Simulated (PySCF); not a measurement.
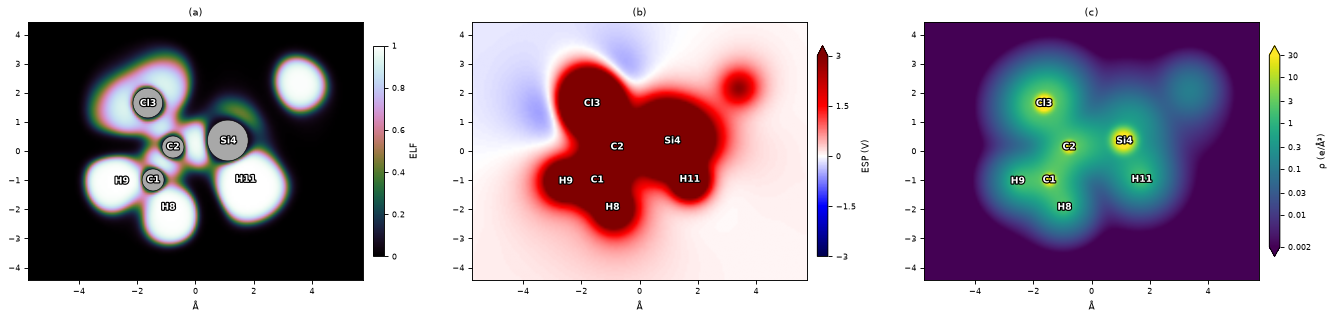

*C₅H₁₁ClSi (SMILES C=C(Cl)[SiH2]C(C)C). (a) electron localisation function; (b) molecular electrostatic potential; (c) electron density on the plane of atoms C2, Si4 and H11. Grey discs cover the atomic cores in the ELF map.*

Geometry: GFN2-xTB.

The calculation used PySCF, PBE0/pcSseg-1, SCF density, gas phase, non-relativistic.

| atom | x (Å) | y (Å) | z (Å) |
| --- | --- | --- | --- |
| C | 3.0708 | 0.5592 | 0.1986 |
| C | 1.9897 | 0.4026 | -0.5448 |
| Cl | 1.7288 | 1.4676 | -1.8945 |
| Si | 0.6193 | -0.8915 | -0.3478 |
| C | -1.0405 | 0.0265 | -0.1292 |
| C | -2.2026 | -0.9566 | -0.0117 |
| C | -1.0165 | 0.9631 | 1.0784 |
| H | 3.2447 | -0.0988 | 1.0319 |
| H | 3.8090 | 1.3236 | 0.0157 |
| H | 0.5922 | -1.7070 | -1.5650 |
| H | 0.9425 | -1.7058 | 0.8285 |
| H | -1.2154 | 0.6394 | -1.0203 |
| H | -3.1477 | -0.4226 | 0.0788 |
| H | -2.2577 | -1.6023 | -0.8851 |
| H | -2.0847 | -1.5863 | 0.8675 |
| H | -1.9662 | 1.4893 | 1.1707 |
| H | -0.2247 | 1.7028 | 0.9802 |
| H | -0.8495 | 0.4033 | 1.9968 |

**What does the map show?**

- Atoms in the plane: C, Cl, Si and H.
- C–C (1.32 Å): the density is about 2.3 e/Å³ at the midpoint; the ELF peaks at about 0.90 between the atoms; a short, multiple covalent bond.
- C–Cl (1.74 Å): ρ is about 1.4 e/Å³ halfway; the ELF peaks at about 0.90 between the atoms, as expected for a shared electron pair.
- C–Si (1.90 Å): ρ is about 0.92 e/Å³ halfway; the ELF peaks at about 1 between the atoms, as expected for a covalent bond.
- C–H (1.08 Å): the density is about 2 e/Å³ at the midpoint; the ELF climbs to about 1 towards the hydrogen, as it does in any bond to H; a covalent bond by its length.
- Si–H (1.47 Å): ρ at the midpoint is about 0.8 e/Å³; the ELF climbs to about 1 towards the hydrogen.
- The ELF also peaks beside Cl3, away from the bonds: lone-pair regions.
- Outside the dense part of the molecule the potential is most negative (−0.5 V) near Cl3.
